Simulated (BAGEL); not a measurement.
# singlet C3H6B+ at 5 levels

Wanted: a comparison of 5 runs (HF/STO-3G, HF/3-21G, B3LYP/6-31G*, PBE0/6-31G*, RI-MP2/6-31G*) of singlet C3H6B+. 

The results are computed with BAGEL 1.2.2.

1 further run of the same task is left out (set aside as unsound or not needed). Runs told in other sessions of the task aren't counted.

## 1. The system as given

C3H6B+ has 10 atoms, charge +1, and is taken as a singlet. As SMILES of the parent species, `[BH]CC=C`. The shape is that of a GFN2-xTB optimisation. This is one conformer, not always the lowest. That shape belongs to the parent species and isn't relaxed for this state.

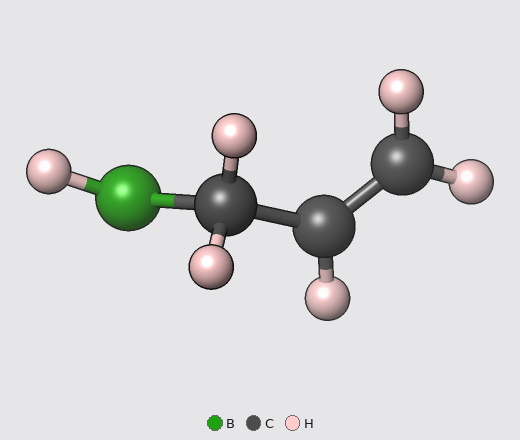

The structure, seen from a chosen angle (boron green, carbon dark grey, hydrogen pink).

## 2. The energy at HF/STO-3G (density fitting with qzvpp-jkfit) (run 1)

calc.json

```json
{ "bagel" : [

{
  "title" : "molecule",
  "basis" : "sto-3g",
  "df_basis" : "qzvpp-jkfit",
  "angstrom" : "true",
  "geometry" : [
    { "atom" : "B", "xyz" : [      -1.844200,      -0.064300,      -0.811520 ] },
    { "atom" : "C", "xyz" : [      -0.522940,       0.561320,      -0.274150 ] },
    { "atom" : "C", "xyz" : [       0.265650,      -0.250380,       0.708400 ] },
    { "atom" : "C", "xyz" : [       1.488500,      -0.699660,       0.498160 ] },
    { "atom" : "H", "xyz" : [      -2.490230,       0.374300,      -1.676120 ] },
    { "atom" : "H", "xyz" : [      -0.819270,       1.498670,       0.216910 ] },
    { "atom" : "H", "xyz" : [       0.132470,       0.846500,      -1.106220 ] },
    { "atom" : "H", "xyz" : [      -0.243610,      -0.479990,       1.635500 ] },
    { "atom" : "H", "xyz" : [       2.011720,      -1.297670,       1.225110 ] },
    { "atom" : "H", "xyz" : [       2.021910,      -0.488790,      -0.416070 ] }
  ]
},

{
  "title" : "hf",
  "charge" : 1
},

{
  "title" : "print",
  "file" : "orbitals.molden",
  "orbitals" : "true"
}

]}
```

The run is started by

```
$ BAGEL_NUM_THREADS=1 BAGEL calc.json > calc.out
```

Standard output:

```text
* using 1 threads per process

  ===============================================================
  ===============================================================

  *** Geometry ***

  { "atom" : "B", "xyz" : [     -3.485033,     -0.121509,     -1.533551 ] },
  { "atom" : "C", "xyz" : [     -0.988213,      1.060741,     -0.518068 ] },
  { "atom" : "C", "xyz" : [      0.502006,     -0.473150,      1.338682 ] },
  { "atom" : "C", "xyz" : [      2.812857,     -1.322166,      0.941386 ] },
  { "atom" : "H", "xyz" : [     -4.705853,      0.707324,     -3.167408 ] },
  { "atom" : "H", "xyz" : [     -1.548196,      2.832076,      0.409900 ] },
  { "atom" : "H", "xyz" : [      0.250332,      1.599653,     -2.090453 ] },
  { "atom" : "H", "xyz" : [     -0.460356,     -0.907050,      3.090647 ] },
  { "atom" : "H", "xyz" : [      3.801600,     -2.452241,      2.315122 ] },
  { "atom" : "H", "xyz" : [      3.820856,     -0.923679,     -0.786258 ] },

  Number of auxiliary basis functions:      408

  Since a DF basis is specified, we compute 2- and 3-index integrals:
    o Being stored without compression. Storage requirement is 0.002 GB

  Number of basis functions:       26
  Number of electrons      :       29

    * METHOD: MOLECULE                             0.12

  *** RHF ***

  === Nuclear Repulsion ===
    95.7473464148

      * DIIS with orbital gradients will be used.

  === RHF iteration (sto-3g) ===
      0       -139.62903342          0.01598013           0.01
      1       -139.70065863          0.00434550           0.01
      2       -139.70516382          0.00177475           0.01
      3       -139.70593082          0.00047917           0.01
      4       -139.70600617          0.00011608           0.01
      5       -139.70601414          0.00003816           0.01
      6       -139.70601516          0.00001693           0.01
      7       -139.70601535          0.00000663           0.01
      8       -139.70601538          0.00000223           0.01
      9       -139.70601538          0.00000078           0.01
     10       -139.70601538          0.00000033           0.01
     11       -139.70601538          0.00000007           0.01
     12       -139.70601538          0.00000003           0.01
     13       -139.70601538          0.00000001           0.01
     14       -139.70601538          0.00000001           0.01
    * SCF iteration converged.

    * Permanent dipole moment:
           (    2.546680,    -0.028439,     1.205301) a.u.

    * METHOD: HF                                   0.16

    * METHOD: PRINT                                0.00

  ===============================================================
```

It took 0.4 s on 1 thread of Arm Neoverse V1, shared host; peak memory 0.084 GiB.

## 3. The energy at HF/3-21G (density fitting with qzvpp-jkfit) (run 2)

input.json

```json
{ "bagel": [

{
  "title": "molecule",
  "basis": "3-21g",
  "df_basis": "qzvpp-jkfit",
  "angstrom": true,
  "geometry": [
    { "atom": "B", "xyz": [   -1.844200,   -0.064300,   -0.811520 ] },
    { "atom": "C", "xyz": [   -0.522940,    0.561320,   -0.274150 ] },
    { "atom": "C", "xyz": [    0.265650,   -0.250380,    0.708400 ] },
    { "atom": "C", "xyz": [    1.488500,   -0.699660,    0.498160 ] },
    { "atom": "H", "xyz": [   -2.490230,    0.374300,   -1.676120 ] },
    { "atom": "H", "xyz": [   -0.819270,    1.498670,    0.216910 ] },
    { "atom": "H", "xyz": [    0.132470,    0.846500,   -1.106220 ] },
    { "atom": "H", "xyz": [   -0.243610,   -0.479990,    1.635500 ] },
    { "atom": "H", "xyz": [    2.011720,   -1.297670,    1.225110 ] },
    { "atom": "H", "xyz": [    2.021910,   -0.488790,   -0.416070 ] }
  ]
},
{ "title": "hf", "charge": 1 },
{ "title": "print", "file": "orbitals.molden", "orbitals": true }

]}
```

The run is started by

```
$ BAGEL_NUM_THREADS=1 BAGEL input.json > input.out
```

Standard output:

```text
* using 1 threads per process

  ===============================================================
  ===============================================================

  *** Geometry ***

  { "atom" : "B", "xyz" : [     -3.485033,     -0.121509,     -1.533551 ] },
  { "atom" : "C", "xyz" : [     -0.988213,      1.060741,     -0.518068 ] },
  { "atom" : "C", "xyz" : [      0.502006,     -0.473150,      1.338682 ] },
  { "atom" : "C", "xyz" : [      2.812857,     -1.322166,      0.941386 ] },
  { "atom" : "H", "xyz" : [     -4.705853,      0.707324,     -3.167408 ] },
  { "atom" : "H", "xyz" : [     -1.548196,      2.832076,      0.409900 ] },
  { "atom" : "H", "xyz" : [      0.250332,      1.599653,     -2.090453 ] },
  { "atom" : "H", "xyz" : [     -0.460356,     -0.907050,      3.090647 ] },
  { "atom" : "H", "xyz" : [      3.801600,     -2.452241,      2.315122 ] },
  { "atom" : "H", "xyz" : [      3.820856,     -0.923679,     -0.786258 ] },

  Number of auxiliary basis functions:      408

  Since a DF basis is specified, we compute 2- and 3-index integrals:
    o Being stored without compression. Storage requirement is 0.008 GB

  Number of basis functions:       48
  Number of electrons      :       29

    * METHOD: MOLECULE                             0.12

  *** RHF ***

  === Nuclear Repulsion ===
    95.7473464148

      * DIIS with orbital gradients will be used.

  === RHF iteration (3-21g) ===
      0       -140.49407797          0.01995870           0.02
      1       -140.59495071          0.00607734           0.02
      2       -140.60368338          0.00196250           0.02
      3       -140.60480696          0.00050067           0.02
      4       -140.60488341          0.00019021           0.02
      5       -140.60490082          0.00007025           0.02
      6       -140.60490318          0.00001887           0.02
      7       -140.60490336          0.00000696           0.02
      8       -140.60490339          0.00000243           0.02
      9       -140.60490339          0.00000114           0.02
     10       -140.60490339          0.00000048           0.02
     11       -140.60490339          0.00000017           0.02
     12       -140.60490339          0.00000006           0.02
     13       -140.60490339          0.00000003           0.02
     14       -140.60490339          0.00000001           0.02
     15       -140.60490339          0.00000000           0.02
    * SCF iteration converged.

    * Permanent dipole moment:
           (    2.430509,    -0.007640,     1.174644) a.u.

    * METHOD: HF                                   0.37

    * METHOD: PRINT                                0.01

  ===============================================================
```

Run time: 0.62 s. Hardware: 1 thread of Arm Neoverse V1, shared host; peak memory 0.084 GiB.

Run 3 isn't shown in full; the table further down has it.

## 4. A single-point energy at PBE0/6-31G(d) (density fitting with qzvpp-jkfit, spherical functions) (run 4)

dft.json

```json
{ "bagel": [

{
  "title": "molecule",
  "basis": "6-31gs.json",
  "df_basis": "qzvpp-jkfit",
  "angstrom": true,
  "geometry": [
    { "atom": "B", "xyz": [   -1.844200,   -0.064300,   -0.811520 ] },
    { "atom": "C", "xyz": [   -0.522940,    0.561320,   -0.274150 ] },
    { "atom": "C", "xyz": [    0.265650,   -0.250380,    0.708400 ] },
    { "atom": "C", "xyz": [    1.488500,   -0.699660,    0.498160 ] },
    { "atom": "H", "xyz": [   -2.490230,    0.374300,   -1.676120 ] },
    { "atom": "H", "xyz": [   -0.819270,    1.498670,    0.216910 ] },
    { "atom": "H", "xyz": [    0.132470,    0.846500,   -1.106220 ] },
    { "atom": "H", "xyz": [   -0.243610,   -0.479990,    1.635500 ] },
    { "atom": "H", "xyz": [    2.011720,   -1.297670,    1.225110 ] },
    { "atom": "H", "xyz": [    2.021910,   -0.488790,   -0.416070 ] }
  ]
},
{ "title": "ks", "xc_func": "pbe0", "charge": 1 },
{ "title": "print", "file": "orbitals.molden", "orbitals": true }

]}
```

The basis set 6-31G* is read from a file made from the Basis Set Exchange's data (not shown).

The run is started by

```
$ BAGEL_NUM_THREADS=1 BAGEL dft.json > dft.out
```

Standard output:

```text
* using 1 threads per process

  ===============================================================
  ===============================================================

  *** Geometry ***

  { "atom" : "B", "xyz" : [     -3.485033,     -0.121509,     -1.533551 ] },
  { "atom" : "C", "xyz" : [     -0.988213,      1.060741,     -0.518068 ] },
  { "atom" : "C", "xyz" : [      0.502006,     -0.473150,      1.338682 ] },
  { "atom" : "C", "xyz" : [      2.812857,     -1.322166,      0.941386 ] },
  { "atom" : "H", "xyz" : [     -4.705853,      0.707324,     -3.167408 ] },
  { "atom" : "H", "xyz" : [     -1.548196,      2.832076,      0.409900 ] },
  { "atom" : "H", "xyz" : [      0.250332,      1.599653,     -2.090453 ] },
  { "atom" : "H", "xyz" : [     -0.460356,     -0.907050,      3.090647 ] },
  { "atom" : "H", "xyz" : [      3.801600,     -2.452241,      2.315122 ] },
  { "atom" : "H", "xyz" : [      3.820856,     -0.923679,     -0.786258 ] },

  Number of auxiliary basis functions:      408

  Since a DF basis is specified, we compute 2- and 3-index integrals:
    o Being stored without compression. Storage requirement is 0.015 GB

  Number of basis functions:       68
  Number of electrons      :       29

    * METHOD: MOLECULE                             0.16

  *** Kohn-Sham DFT ***

    * Removing 18435 points whose weight is below 1.00e-10
    * Grid points: 130625

  === Nuclear Repulsion ===
    95.7473464148

       - DIIS with orbital gradients will be used.

  === KS iteration (pbe0 / 6-31gs.json) ===
      0       -115.73534365          0.15264445           0.27
      1       -105.07391482          0.16533180           0.26
      2       -118.27850605          0.18629024           0.26
      3       -135.77532970          0.09368194           0.26
      4       -140.81758783          0.06240405           0.27
      5       -140.96838840          0.04530436           0.27
[... 13 lines of this table left out ...]
     19       -142.16635778          0.00000003           0.27
     20       -142.16635778          0.00000001           0.28
    * SCF iteration converged.

    * Permanent dipole moment:
           (    2.154959,    -0.162654,     1.055227) a.u.

    * METHOD: KS                                   6.33

    * METHOD: PRINT                                0.01

  ===============================================================
```

Run time: 6.9 s. Hardware: 1 thread of Arm Neoverse V1, shared host; peak memory 0.4 GiB.

## 5. A single-point energy at RI-MP2/6-31G(d) (density fitting with qzvpp-jkfit, spherical functions) (run 5)

input.json

```json
{ "bagel": [

{
  "title": "molecule",
  "basis": "6-31gs.json",
  "df_basis": "qzvpp-jkfit",
  "angstrom": true,
  "geometry": [
    { "atom": "B", "xyz": [      -1.844200,      -0.064300,      -0.811520 ] },
    { "atom": "C", "xyz": [      -0.522940,       0.561320,      -0.274150 ] },
    { "atom": "C", "xyz": [       0.265650,      -0.250380,       0.708400 ] },
    { "atom": "C", "xyz": [       1.488500,      -0.699660,       0.498160 ] },
    { "atom": "H", "xyz": [      -2.490230,       0.374300,      -1.676120 ] },
    { "atom": "H", "xyz": [      -0.819270,       1.498670,       0.216910 ] },
    { "atom": "H", "xyz": [       0.132470,       0.846500,      -1.106220 ] },
    { "atom": "H", "xyz": [      -0.243610,      -0.479990,       1.635500 ] },
    { "atom": "H", "xyz": [       2.011720,      -1.297670,       1.225110 ] },
    { "atom": "H", "xyz": [       2.021910,      -0.488790,      -0.416070 ] }
  ]
},

{
  "title": "hf",
  "charge": 1
},

{
  "title": "mp2",
  "charge": 1,
  "ncore": 4
}

]}
```

The basis set 6-31G* is read from a file made from the Basis Set Exchange's data (not shown).

The run is started by

```
$ BAGEL_NUM_THREADS=1 BAGEL input.json > input.out
```

Standard output:

```text
* using 1 threads per process

  ===============================================================
  ===============================================================

  *** Geometry ***

  { "atom" : "B", "xyz" : [     -3.485033,     -0.121509,     -1.533551 ] },
  { "atom" : "C", "xyz" : [     -0.988213,      1.060741,     -0.518068 ] },
  { "atom" : "C", "xyz" : [      0.502006,     -0.473150,      1.338682 ] },
[... 6 lines of this table left out ...]
  { "atom" : "H", "xyz" : [      3.820856,     -0.923679,     -0.786258 ] },

  Number of auxiliary basis functions:      408

  Since a DF basis is specified, we compute 2- and 3-index integrals:
    o Being stored without compression. Storage requirement is 0.015 GB

  Number of basis functions:       68
  Number of electrons      :       29

    * METHOD: MOLECULE                             0.16

  *** RHF ***

  === Nuclear Repulsion ===
    95.7473464148

      * DIIS with orbital gradients will be used.

  === RHF iteration (6-31gs.json) ===
      0       -141.26715007          0.01682557           0.03
      1       -141.37925165          0.00585239           0.03
      2       -141.39152968          0.00180915           0.03
[... 12 lines of this table left out ...]
     15       -141.39323896          0.00000001           0.03
    * SCF iteration converged.

    * Permanent dipole moment:
           (    2.423366,    -0.031323,     1.172290) a.u.

    * METHOD: HF                                   0.56

  *** RHF ***

  === Nuclear Repulsion ===
    95.7473464148

      * DIIS with orbital gradients will be used.

  === RHF iteration (6-31gs.json) ===
      0       -141.39323896          0.00000000           0.03
    * SCF iteration converged.

    * Permanent dipole moment:
           (    2.423366,    -0.031323,     1.172290) a.u.

  === DF-MP2 calculation ===

    * freezing 4 orbitals
    * 3-index integral transformation done
    * assembly done

      MP2 correlation energy:   -0.4271681116      0.02

      MP2 total energy:       -141.8204070760

    * METHOD: MP2                                  0.09

  ===============================================================
```

Wall time 0.95 s (1 thread of Arm Neoverse V1, shared host); peak memory 0.084 GiB.

## 6. The series

| run | level | frozen core orbitals | energy (Eh) | HOMO energy (eV) | LUMO energy (eV) | HOMO–LUMO gap (eV) | wall time |
| --- | --- | --- | --- | --- | --- | --- | --- |
| 1 | HF/STO-3G (density fitting with qzvpp-jkfit) | – | -139.706015 | -13.57 | -4.95 | 8.62 | 0.4 s |
| 2 | HF/3-21G (density fitting with qzvpp-jkfit) | – | -140.604903 | -14.66 | -6.56 | 8.10 | 0.62 s |
| 3 | B3LYP/6-31G* (density fitting with qzvpp-jkfit, spherical functions) | – | -142.361333 | -11.95 | -10.50 | 1.45 | 8.1 s |
| 4 | PBE0/6-31G* (density fitting with qzvpp-jkfit, spherical functions) | – | -142.166358 | -12.20 | -10.25 | 1.95 | 6.9 s |
| 5 | RI-MP2/6-31G* (density fitting with qzvpp-jkfit, spherical functions) | 4 | -141.820407 | – | – | – | 0.95 s |

## 7. Summary of results

| quantity | value |
| --- | --- |
| run 5: total energy | -141.82041 Eh |
| run 5: correlation energy (4 core orbitals frozen) | -427.2 mEh |

What this shows: Over runs 1, 2, 3, 4 the HOMO–LUMO gap runs from 1.45 eV (B3LYP/6-31G*) to 8.62 eV (HF/STO-3G). The two ends differ in method and basis. Totals of different functionals can't be ranked against each other. In run 1 the basis is minimal, so the values are rough. All runs together took 17 s, the longest 8.1 s.
